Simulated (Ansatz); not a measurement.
**PtSe2 (CdI2 type): scan of one atom of the cell**

Relaxed PtSe2 (CdI2 type):

```
PtSe2
1.0
    3.77243     0.00000     0.00000
   -1.88622     3.26702     0.00000
    0.00000     0.00000     4.81683
Pt Se
1 2
Cartesian
  0.00000   0.00000   0.00000
  1.88622   1.08901   1.27950
  0.00000   2.17801   3.53733
```

In each cell atom 1 (Pt, nearest neighbour Se at 2.526 Å; its periodic images, 3.8 Å or more away, move with it) moves by s·(0.577, 0.577, 0.577) (along Cartesian [111]), the rest being held.

Computed with PBE-D3(BJ) (plane waves to 420 eV, PAW, scalar-relativistic; Ansatz, an electronic-structure program). k mesh 11×11×8 (Γ-centred), Fermi-Dirac smearing 0.05 eV. Energies are smeared free energies. Left out: 2 of 11 points, with atoms too close for the PAW data. With partly filled bands, energies and forces of such displacements shift with the k mesh and the smearing. PtSe2 is run without spin polarisation. PtSe2 was relaxed with its symmetry unable to fall. Spin-orbit coupling is left out, though Pt is heavy. The PAW data are Ansatz's earlier set. ΔE is measured from the undisplaced structure.

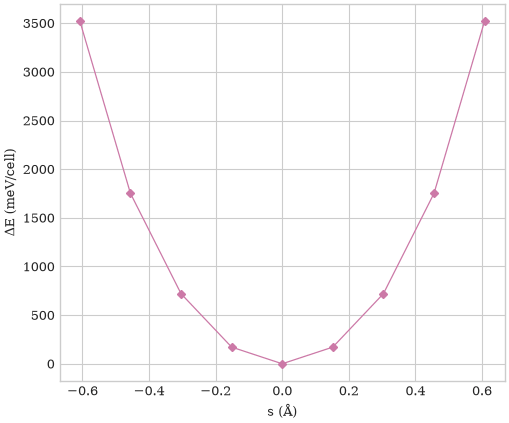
ΔE (meV/cell) against s (Å); markers are the computed points, lines only join them.

The force constant k = d²E/ds² at s = 0 (finite differences) comes out as 14.6 eV/Å². The force along the line at s = -0.608 Å comes out as 15.2 eV/Å. Symmetry of the curve: even: the same for both signs. Harmonic estimate at the end of the scan: ½ks² = 2697 meV/cell against the computed 3523 meV/cell, so the well is stiffer than harmonic there. Shape of the curve: a single well with its minimum at or next to zero displacement.

With its periodic images moving along, the atom's site symmetry in this cell is -3m..

(A displaced cell: forces are minus the slopes of the energy, force constants its curvatures, and phonons follow from these.)
